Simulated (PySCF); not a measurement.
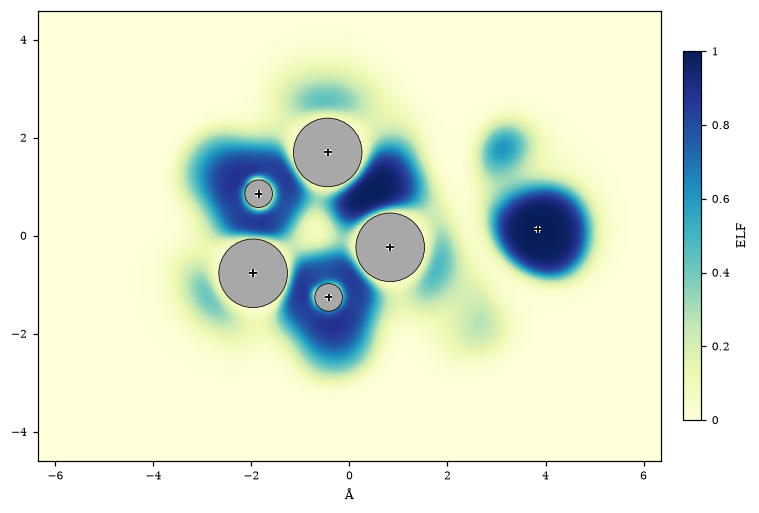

The ELF on a plane through atoms (crosses mark nuclei in the plane; grey discs cover the cores).

All numbers below come from PBE0/pcSseg-1, SCF density, gas phase, non-relativistic in PySCF.

Candidates:
A. C6H14BNSi (SMILES C=CN([SiH3])B(C)C1CC1)
B. C4H4B2F2S (SMILES Bc1csc(B(F)F)c1)
C. CH10O3SSi4

Which system is this?

Candidate C: CH10O3SSi4 on the plane of atoms Si5, O8 and Si9, which holds Si, O and H. Si–O (1.63 Å): the ELF peaks at about 0.85 between the atoms; a polar covalent bond. Si–Si (2.32 Å): the ELF peaks at about 1 between the atoms; a covalent bond.
